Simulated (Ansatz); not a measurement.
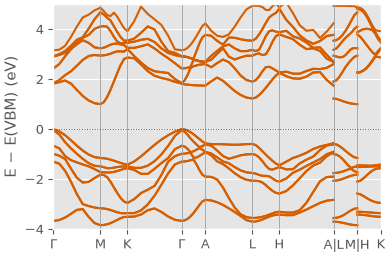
Figure: Band structure from plane-wave PAW r²SCAN with spin–orbit coupling (Ansatz code)

### Question
Read off the gap and where the band edges lie.

### Answer
About 1.0 eV (1.00 eV by a search for the band edges); maximum at Γ, minimum at M.

The material is BaMg2Sb2 in space group P-3m1 (No. 164; Ba on 1a, Mg on 2d, Sb on 2d).

The first step of the workflow began from a Materials Project structure, measured or hypothetical; the Crystallography Open Database files this formula in space group No. 164, but the cells were not matched. Its standing as an ambient phase is unchecked. Symmetry was held in the r²SCAN relaxation; whether a distortion lowers the energy is not shown.

Potentials: the later of the program's two PAW sets.
